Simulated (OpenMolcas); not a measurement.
**Single-point calculation, with input and output: C2H6In (part 2 of 3)**

Continued. System: C2H6In, multiplicity 4. Method: HF/3-21G, UHF (OpenMolcas 26.06). The geometry is that of the parent species in another charge or spin state. The geometry comes from this level: PBE0-D4/def2-TZVP.

Geometry of the input (Å):
```
C  0.4563  1.8159  0.1834
In 0.2776  0.0503  -1.1135
C  -0.4505  -1.8148  -0.2067
H  -0.5270  2.0361  0.6072
H  0.8219  2.6865  -0.3585
H  1.1439  1.5788  0.9995
H  -1.4452  -1.6334  0.2088
H  -0.5009  -2.6284  -0.9284
H  0.2240  -2.0910  0.6081
```

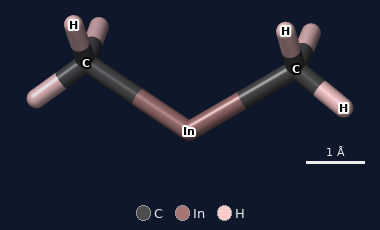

The structure (stick view, seen at a tilt). Sticks mark near contacts.

Log, continued:
```
    8  -25.0564    1.0000         22 IN2    2py    ( 1.028),

    9  -25.0564    1.0000         27 IN2    2pz    (-1.033),

   10  -17.4578    1.0000         33 IN2    3d1-   ( 0.914),

   11  -17.4574    1.0000         31 IN2    3d2-   (-0.383),    35 IN2    3d0    ( 0.511),    39 IN2    3d2+   ( 0.724),

   12  -17.4565    1.0000         31 IN2    3d2-   ( 0.830),    39 IN2    3d2+   ( 0.468),

   13  -17.4563    1.0000         35 IN2    3d0    ( 0.734),    37 IN2    3d1+   (-0.433),    39 IN2    3d2+   (-0.408),

   14  -17.4563    1.0000         37 IN2    3d1+   ( 0.842),

   15  -11.2121    1.0000          1 C1     1s     ( 0.560),    41 C3     1s     ( 0.812),

   16  -11.2120    1.0000          1 C1     1s     (-0.812),    41 C3     1s     ( 0.560),

   17   -4.9656    1.0000         12 IN2    1s     ( 0.617),    13 IN2    1s     ( 1.120),

   18   -3.4358    1.0000         22 IN2    2py    (-0.618),    23 IN2    2py    ( 1.095),

   19   -3.4330    1.0000         27 IN2    2pz    (-0.621),    28 IN2    2pz    ( 1.101),

   20   -3.4304    1.0000         17 IN2    2px    (-0.603),    18 IN2    2px    ( 1.069),

   21   -1.0822    1.0000         34 IN2    3d1-   ( 0.895),

   22   -1.0769    1.0000         32 IN2    3d2-   (-0.422),    40 IN2    3d2+   ( 0.778),

   23   -1.0599    1.0000         32 IN2    3d2-   ( 0.877),    40 IN2    3d2+   ( 0.495),

   24   -1.0580    1.0000         36 IN2    3d0    ( 0.873),    38 IN2    3d1+   (-0.460),

   25   -1.0569    1.0000         38 IN2    3d1+   ( 0.892),

   26   -0.9820    1.0000          3 C1     1s     ( 0.439),    40 IN2    3d2+   ( 0.307),    43 C3     1s     ( 0.439),

   27   -0.9727    1.0000          3 C1     1s     (-0.441),    34 IN2    3d1-   ( 0.342),    43 C3     1s     ( 0.440),

   28   -0.5998    1.0000          6 C1     2py    (-0.181),     7 C1     2py    (-0.162),     8 C1     2pz    ( 0.184),     9 C1     2pz    ( 0.157),
                                  46 C3     2py    ( 0.163),    47 C3     2py    ( 0.147),    48 C3     2pz    ( 0.221),    49 C3     2pz    ( 0.191),
                                  52 H5     1s     (-0.184),    53 H5     1s     (-0.144),    58 H8     1s     (-0.184),    59 H8     1s     (-0.144),

   29   -0.5963    1.0000          4 C1     2px    ( 0.258),     5 C1     2px    ( 0.217),    44 C3     2px    ( 0.258),    45 C3     2px    ( 0.217),
                                  50 H4     1s     (-0.153),    54 H6     1s     ( 0.154),    56 H7     1s     (-0.154),    60 H9     1s     ( 0.153),

   30   -0.5948    1.0000          6 C1     2py    ( 0.142),     8 C1     2pz    (-0.220),     9 C1     2pz    (-0.191),    48 C3     2pz    ( 0.248),
                                  49 C3     2pz    ( 0.215),    52 H5     1s     ( 0.175),    53 H5     1s     ( 0.137),    58 H8     1s     (-0.175),
                                  59 H8     1s     (-0.137),

   31   -0.5907    1.0000          4 C1     2px    (-0.261),     5 C1     2px    (-0.223),    44 C3     2px    ( 0.261),    45 C3     2px    ( 0.223),
                                  50 H4     1s     ( 0.156),    54 H6     1s     (-0.156),    56 H7     1s     (-0.156),    60 H9     1s     ( 0.156),

   32   -0.5513    1.0000          6 C1     2py    ( 0.185),     7 C1     2py    ( 0.200),     8 C1     2pz    ( 0.185),     9 C1     2pz    ( 0.187),
                                  13 IN2    1s     (-0.263),    14 IN2    1s     (-0.315),    15 IN2    1s     (-0.208),    46 C3     2py    (-0.200),
                                  47 C3     2py    (-0.214),

   33   -0.4713    1.0000          3 C1     1s     (-0.168),     6 C1     2py    ( 0.259),     7 C1     2py    ( 0.292),     8 C1     2pz    ( 0.180),
                                   9 C1     2pz    ( 0.206),    23 IN2    2py    ( 0.187),    24 IN2    2py    ( 0.179),    43 C3     1s     ( 0.168),
                                  46 C3     2py    ( 0.273),    47 C3     2py    ( 0.308),

   34   -0.2815    1.0000         15 IN2    1s     ( 0.683),

   35   -0.1718    1.0000         19 IN2    2px    ( 0.433),    20 IN2    2px    (-0.662),

   36    0.1146    0.0000          3 C1     1s     (-0.658),    15 IN2    1s     ( 0.981),    30 IN2    2pz    ( 1.065),    43 C3     1s     (-0.658),

   37    0.1221    0.0000         25 IN2    2py    ( 1.382),

   38    0.2558    0.0000         14 IN2    1s     (-1.311),    15 IN2    1s     ( 1.077),

   39    0.2696    0.0000          5 C1     2px    (-0.656),    19 IN2    2px    ( 0.789),    20 IN2    2px    ( 0.811),    45 C3     2px    (-0.656),
                                  51 H4     1s     (-0.649),    55 H6     1s     ( 0.650),    57 H7     1s     (-0.650),    61 H9     1s     ( 0.649),

   40    0.2901    0.0000          9 C1     2pz    (-0.778),    14 IN2    1s     (-0.561),    29 IN2    2pz    ( 0.453),    49 C3     2pz    (-0.826),
                                  51 H4     1s     ( 0.621),    53 H5     1s     (-0.817),    55 H6     1s     ( 0.620),    57 H7     1s     ( 0.620),
                                  59 H8     1s     (-0.817),    61 H9     1s     ( 0.622),

   41    0.3116    0.0000          7 C1     2py    ( 0.706),    47 C3     2py    ( 0.652),    49 C3     2pz    ( 0.661),    53 H5     1s     (-1.259),
                                  59 H8     1s     ( 1.259),

   42    0.3151    0.0000          5 C1     2px    (-0.929),    45 C3     2px    ( 0.928),    51 H4     1s     (-1.023),    55 H6     1s     ( 1.021),
                                  57 H7     1s     ( 1.023),    61 H9     1s     (-1.021),

   43    0.3264    0.0000          3 C1     1s     (-1.268),    43 C3     1s     ( 1.268),    51 H4     1s     ( 1.001),    55 H6     1s     ( 1.000),
                                  57 H7     1s     (-0.999),    61 H9     1s     (-1.001),

   44    0.3627    0.0000          3 C1     1s     (-0.919),     7 C1     2py    (-0.671),    15 IN2    1s     (-1.315),    29 IN2    2pz    ( 0.836),
                                  43 C3     1s     (-0.919),    47 C3     2py    ( 0.670),    53 H5     1s     ( 1.134),    59 H8     1s     ( 1.134),

   45    0.3699    0.0000          5 C1     2px    ( 0.655),    19 IN2    2px    ( 1.132),    20 IN2    2px    ( 0.941),    45 C3     2px    ( 0.655),
                                  51 H4     1s     ( 0.816),    55 H6     1s     (-0.818),    57 H7     1s     ( 0.819),    61 H9     1s     (-0.815),

   46    0.4461    0.0000          3 C1     1s     (-0.910),    14 IN2    1s     ( 1.254),    15 IN2    1s     (-1.307),    29 IN2    2pz    (-1.212),
                                  30 IN2    2pz    (-1.151),    43 C3     1s     (-0.910),    51 H4     1s     ( 0.890),    55 H6     1s     ( 0.888),
                                  57 H7     1s     ( 0.888),    61 H9     1s     ( 0.890),

   47    0.4592    0.0000         24 IN2    2py    ( 1.781),    25 IN2    2py    ( 1.335),

--

      All orbitals with orbital energies smaller than  E(LUMO)+0.5 are printed

++    Molecular orbitals:
      -------------------

      Title: UHF orbitals (beta)

      Molecular orbitals for symmetry species 1: a

      Basis set list:
        1 C1     1s                 14 IN2    1s                 27 IN2    2pz                40 IN2    3d2+               53 H5     1s
        2 C1     1s                 15 IN2    1s                 28 IN2    2pz                41 C3     1s                 54 H6     1s
        3 C1     1s                 16 IN2    2px                29 IN2    2pz                42 C3     1s                 55 H6     1s
        4 C1     2px                17 IN2    2px                30 IN2    2pz                43 C3     1s                 56 H7     1s
        5 C1     2px                18 IN2    2px                31 IN2    3d2-               44 C3     2px                57 H7     1s
        6 C1     2py                19 IN2    2px                32 IN2    3d2-               45 C3     2px                58 H8     1s
        7 C1     2py                20 IN2    2px                33 IN2    3d1-               46 C3     2py                59 H8     1s
        8 C1     2pz                21 IN2    2py                34 IN2    3d1-               47 C3     2py                60 H9     1s
        9 C1     2pz                22 IN2    2py                35 IN2    3d0                48 C3     2pz                61 H9     1s
       10 IN2    1s                 23 IN2    2py                36 IN2    3d0                49 C3     2pz
       11 IN2    1s                 24 IN2    2py                37 IN2    3d1+               50 H4     1s
       12 IN2    1s                 25 IN2    2py                38 IN2    3d1+               51 H4     1s
       13 IN2    1s                 26 IN2    2pz                39 IN2    3d2+               52 H5     1s

  Index Energy  Occupation Coefficients ...

    1 -991.6626    1.0000         10 IN2    1s     ( 0.982),

    2 -148.6327    1.0000         11 IN2    1s     ( 1.018),

    3 -138.0634    1.0000         26 IN2    2pz    ( 0.948),

    4 -138.0633    1.0000         21 IN2    2py    ( 0.944),

    5 -138.0629    1.0000         16 IN2    2px    ( 0.919),

    6  -29.5148    1.0000         12 IN2    1s     ( 1.084),

    7  -25.0540    1.0000         22 IN2    2py    ( 1.028),

    8  -25.0538    1.0000         27 IN2    2pz    ( 1.032),

    9  -25.0522    1.0000         17 IN2    2px    ( 1.001),

   10  -17.4559    1.0000         35 IN2    3d0    ( 0.672),    39 IN2    3d2+   ( 0.605),

   11  -17.4558    1.0000         33 IN2    3d1-   ( 0.914),

   12  -17.4549    1.0000         31 IN2    3d2-   ( 0.830),    39 IN2    3d2+   ( 0.468),

   13  -17.4545    1.0000         37 IN2    3d1+   ( 0.842),

   14  -17.4544    1.0000         31 IN2    3d2-   (-0.352),    35 IN2    3d0    (-0.590),    37 IN2    3d1+   ( 0.405),    39 IN2    3d2+   ( 0.570),

   15  -11.1938    1.0000          1 C1     1s     ( 0.634),    41 C3     1s     ( 0.757),

   16  -11.1938    1.0000          1 C1     1s     (-0.757),    41 C3     1s     ( 0.634),

   17   -4.9569    1.0000         12 IN2    1s     ( 0.617),    13 IN2    1s     ( 1.120),

   18   -3.4278    1.0000         22 IN2    2py    (-0.618),    23 IN2    2py    ( 1.096),

   19   -3.4252    1.0000         27 IN2    2pz    (-0.622),    28 IN2    2pz    ( 1.102),

   20   -3.4191    1.0000         17 IN2    2px    (-0.603),    18 IN2    2px    ( 1.069),

   21   -1.0626    1.0000         34 IN2    3d1-   ( 0.940),

   22   -1.0602    1.0000         32 IN2    3d2-   (-0.366),    36 IN2    3d0    ( 0.615),    40 IN2    3d2+   ( 0.703),

   23   -1.0512    1.0000         32 IN2    3d2-   ( 0.878),    40 IN2    3d2+   ( 0.495),

   24   -1.0483    1.0000         36 IN2    3d0    ( 0.718),    38 IN2    3d1+   (-0.448),    40 IN2    3d2+   (-0.499),

   25   -1.0480    1.0000         38 IN2    3d1+   ( 0.893),

   26   -0.9218    1.0000          3 C1     1s     ( 0.409),    43 C3     1s     ( 0.409),

   27   -0.9113    1.0000          3 C1     1s     (-0.412),    34 IN2    3d1-   ( 0.213),    43 C3     1s     ( 0.412),

   28   -0.5804    1.0000          6 C1     2py    (-0.153),     7 C1     2py    (-0.131),     8 C1     2pz    ( 0.191),     9 C1     2pz    ( 0.165),
                                  46 C3     2py    ( 0.134),    47 C3     2py    ( 0.115),    48 C3     2pz    ( 0.222),    49 C3     2pz    ( 0.192),
                                  52 H5     1s     (-0.188),    53 H5     1s     (-0.165),    58 H8     1s     (-0.188),    59 H8     1s     (-0.165),

   29   -0.5757    1.0000          6 C1     2py    ( 0.144),     7 C1     2py    ( 0.120),     8 C1     2pz    (-0.202),     9 C1     2pz    (-0.171),
                                  46 C3     2py    ( 0.124),    48 C3     2pz    ( 0.231),    49 C3     2pz    ( 0.195),    52 H5     1s     ( 0.186),
                                  53 H5     1s     ( 0.164),    58 H8     1s     (-0.186),    59 H8     1s     (-0.164),

   30   -0.5741    1.0000          4 C1     2px    ( 0.245),     5 C1     2px    ( 0.203),    44 C3     2px    ( 0.246),    45 C3     2px    ( 0.203),
                                  50 H4     1s     (-0.160),    51 H4     1s     (-0.148),    54 H6     1s     ( 0.160),    55 H6     1s     ( 0.148),
                                  56 H7     1s     (-0.160),    57 H7     1s     (-0.148),    60 H9     1s     ( 0.160),    61 H9     1s     ( 0.148),

   31   -0.5697    1.0000          4 C1     2px    (-0.247),     5 C1     2px    (-0.206),    44 C3     2px    ( 0.247),    45 C3     2px    ( 0.206),
                                  50 H4     1s     ( 0.162),    51 H4     1s     ( 0.149),    54 H6     1s     (-0.162),    55 H6     1s     (-0.149),
                                  56 H7     1s     (-0.162),    57 H7     1s     (-0.149),    60 H9     1s     ( 0.162),    61 H9     1s     ( 0.149),

   32   -0.3662    1.0000         13 IN2    1s     (-0.317),    14 IN2    1s     (-0.441),    15 IN2    1s     (-0.293),

   33   -0.0549    0.0000          3 C1     1s     (-0.208),     6 C1     2py    ( 0.187),     7 C1     2py    ( 0.281),     9 C1     2pz    ( 0.214),
                                  23 IN2    2py    ( 0.229),    24 IN2    2py    ( 0.221),    25 IN2    2py    (-0.191),    43 C3     1s     ( 0.208),
                                  46 C3     2py    ( 0.197),    47 C3     2py    ( 0.298),    49 C3     2pz    (-0.152),

   34    0.0767    0.0000         15 IN2    1s     ( 0.596),    30 IN2    2pz    (-0.642),

   35    0.1082    0.0000         20 IN2    2px    ( 0.898),

   36    0.1659    0.0000          3 C1     1s     (-0.904),    15 IN2    1s     ( 1.165),    30 IN2    2pz    ( 0.923),    43 C3     1s     (-0.904),

   37    0.1719    0.0000          3 C1     1s     (-0.718),    25 IN2    2py    ( 1.406),    43 C3     1s     ( 0.718),

   38    0.2996    0.0000          7 C1     2py    (-0.555),    14 IN2    1s     (-0.552),    30 IN2    2pz    (-0.598),    49 C3     2pz    ( 0.628),
                                  53 H5     1s     ( 1.095),    59 H8     1s     ( 1.095),

   39    0.2998    0.0000          5 C1     2px    ( 0.781),    19 IN2    2px    (-0.600),    20 IN2    2px    (-0.534),    45 C3     2px    ( 0.778),
                                  51 H4     1s     ( 0.809),    55 H6     1s     (-0.807),    57 H7     1s     ( 0.810),    61 H9     1s     (-0.806),

   40    0.3277    0.0000          9 C1     2pz    (-0.666),    14 IN2    1s     (-1.222),    49 C3     2pz    (-0.628),

   41    0.3322    0.0000          7 C1     2py    ( 0.533),     9 C1     2pz    (-0.751),    49 C3     2pz    ( 0.857),    51 H4     1s     ( 0.748),
                                  53 H5     1s     (-0.989),    55 H6     1s     ( 0.747),    57 H7     1s     (-0.744),    59 H8     1s     ( 0.989),
                                  61 H9     1s     (-0.750),

   42    0.3331    0.0000          5 C1     2px    (-0.940),    45 C3     2px    ( 0.939),    51 H4     1s     (-1.028),    55 H6     1s     ( 1.026),
                                  57 H7     1s     ( 1.028),    61 H9     1s     (-1.025),

   43    0.3556    0.0000          3 C1     1s     ( 1.314),    25 IN2    2py    ( 0.840),    43 C3     1s     (-1.314),    51 H4     1s     (-0.789),
                                  53 H5     1s     (-1.072),    55 H6     1s     (-0.791),    57 H7     1s     ( 0.790),    59 H8     1s     ( 1.072),
                                  61 H9     1s     ( 0.790),

   44    0.4055    0.0000          3 C1     1s     (-0.945),    14 IN2    1s     ( 0.954),    15 IN2    1s     (-1.664),    43 C3     1s     (-0.945),
                                  53 H5     1s     ( 0.985),    59 H8     1s     ( 0.985),

   45    0.4167    0.0000         19 IN2    2px    ( 1.307),    20 IN2    2px    ( 0.943),    51 H4     1s     ( 0.665),    55 H6     1s     (-0.667),
                                  57 H7     1s     ( 0.667),    61 H9     1s     (-0.665),

--

++    Molecular charges:
      ------------------

      Mulliken charges per centre and basis function type
      ---------------------------------------------------

                            C1                      IN2                     C3                      H4                      H5                      H6
                     alpha        beta       alpha        beta       alpha        beta       alpha        beta       alpha        beta       alpha        beta
      1s           1.8287      1.7082      4.8496      4.5400      1.8287      1.7082      0.3542      0.3950      0.3480      0.3901      0.3542      0.3949
      2px          0.5916      0.5447      3.9121      3.0109      0.6120      0.5092      0.0000      0.0000      0.0000      0.0000      0.0000      0.0000
      2pz          0.6676      0.4283      3.3473      3.0484      0.6325      0.4896      0.0000      0.0000      0.0000      0.0000      0.0000      0.0000
      2py          0.7164      0.3426      3.1826      3.0087      0.7311      0.3169      0.0000      0.0000      0.0000      0.0000      0.0000      0.0000
      3d2+         0.0000      0.0000      1.9969      1.9969      0.0000      0.0000      0.0000      0.0000      0.0000      0.0000      0.0000      0.0000
      3d1+         0.0000      0.0000      1.9990      1.9991      0.0000      0.0000      0.0000      0.0000      0.0000      0.0000      0.0000      0.0000
      3d0          0.0000      0.0000      1.9984      1.9984      0.0000      0.0000      0.0000      0.0000      0.0000      0.0000      0.0000      0.0000
      3d1-         0.0000      0.0000      1.9952      1.9924      0.0000      0.0000      0.0000      0.0000      0.0000      0.0000      0.0000      0.0000
      3d2-         0.0000      0.0000      1.9975      1.9977      0.0000      0.0000      0.0000      0.0000      0.0000      0.0000      0.0000      0.0000
      Total        3.8043      3.0238     25.2787     23.5924      3.8043      3.0238      0.3542      0.3950      0.3480      0.3901      0.3542      0.3949
      Total              6.8281                 48.8711                  6.8281                  0.7492                  0.7381                  0.7491

      Charge           -0.8281                  0.1289                 -0.8281                  0.2508                  0.2619                  0.2509
```
